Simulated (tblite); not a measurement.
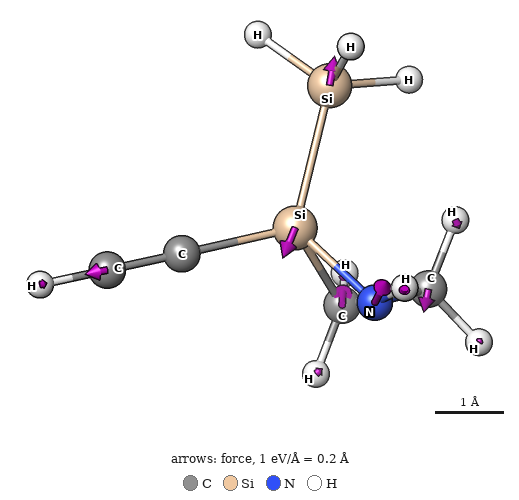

Starting geometry of C₄H₉NSi₂ with the computed forces as purple arrows. The picture is a ball-and-stick view, seen at a tilt.

All numbers below come from tblite 0.8.0, GFN2-xTB geometry optimisation, gas phase. 

Q: What follows when this structure is relaxed?

A: It isn't relaxed: the largest force vector, on the N atom, is 3.67 eV/Å. The final displacements have little in common with the starting forces (cosine between the two patterns 0.18). An H atom moves most after the best rigid fit: 1.67 Å. Largest moves by element: H 1.67 Å, N 0.67 Å, C 0.64 Å, Si 0.45 Å. Some distances before and after: Si–Si 2.188 → 2.302 Å, C–Si 1.809 → 1.867 Å, C–Si 1.867 → 1.923 Å, H–N 1.044 → 1.007 Å. Bond angles that change, for instance: Si–N–H 119.4° → 137.1°, C–C–N 86.3° → 97.2°, Si–N–C 88.0° → 98.6°. Groups turn about C–C by about 50°, C–Si by about 40°. The energy falls by 1.298 eV in 88 geometry steps.
